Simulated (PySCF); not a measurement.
```yaml
atoms:
  - { symbol: C, position_ang: [1.7072, -0.5886, 0.4542] }
  - { symbol: C, position_ang: [0.7532, -0.2456, -0.6950] }
  - { symbol: C, position_ang: [0.3000, 1.2214, -0.6106] }
  - { symbol: Si, position_ang: [-1.1977, 1.2203, 0.5574] }
  - { symbol: F, position_ang: [-2.4443, 2.0071, -0.1013] }
  - { symbol: C, position_ang: [-1.4532, -0.6619, 0.4294] }
  - { symbol: C, position_ang: [-0.4665, -1.1170, -0.5944] }
  - { symbol: S, position_ang: [-0.6931, -2.4207, -1.5313] }
  - { symbol: H, position_ang: [1.2489, -0.3589, 1.4139] }
  - { symbol: H, position_ang: [1.9622, -1.6461, 0.4299] }
  - { symbol: H, position_ang: [2.6232, -0.0101, 0.3603] }
  - { symbol: H, position_ang: [1.2684, -0.4476, -1.6385] }
  - { symbol: H, position_ang: [-0.0085, 1.5635, -1.6005] }
  - { symbol: H, position_ang: [1.1308, 1.8536, -0.3038] }
  - { symbol: H, position_ang: [-1.0595, 1.7844, 1.8873] }
  - { symbol: H, position_ang: [-1.2204, -1.1570, 1.3747] }
  - { symbol: H, position_ang: [-2.4577, -0.9847, 0.1584] }
```

Geometry: GFN2-xTB.

Theory: PySCF 2.14.0, PBE0/pcSseg-1, SCF density, gas phase, non-relativistic.

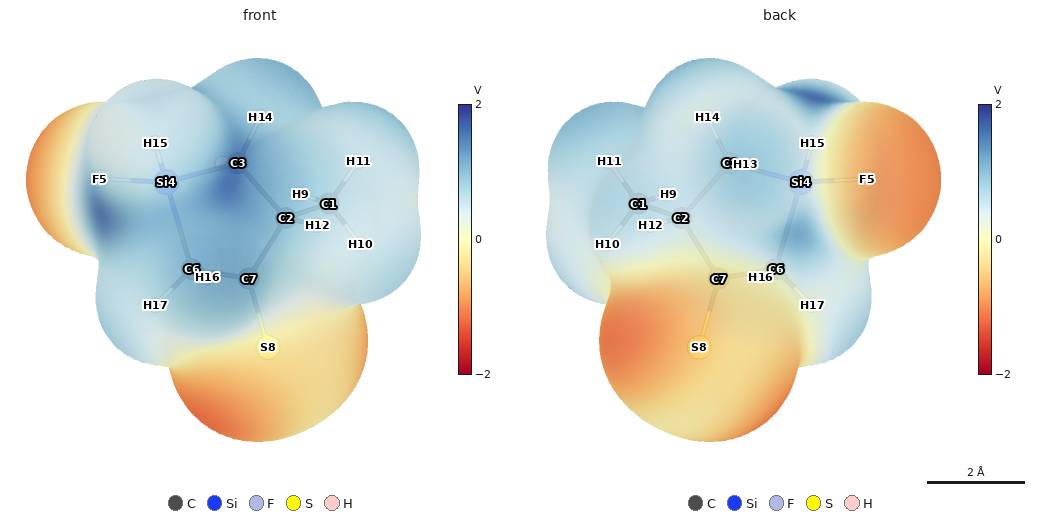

C5H9FSSi. The molecular electrostatic potential painted on the density surface at 0.002 e/bohr³, seen from the front and from behind; the colour scale runs from red (negative) to blue (positive).

### Where is the surface potential most negative and most positive?

The most negative region (about −1.1 V, or −25 kcal/mol for a unit charge) lies over S8, the most positive (about +1.6 V, or +37 kcal/mol for a unit charge) over Si4.

### What dipole moment does the calculation give?

Its dipole moment is 3.18 D.
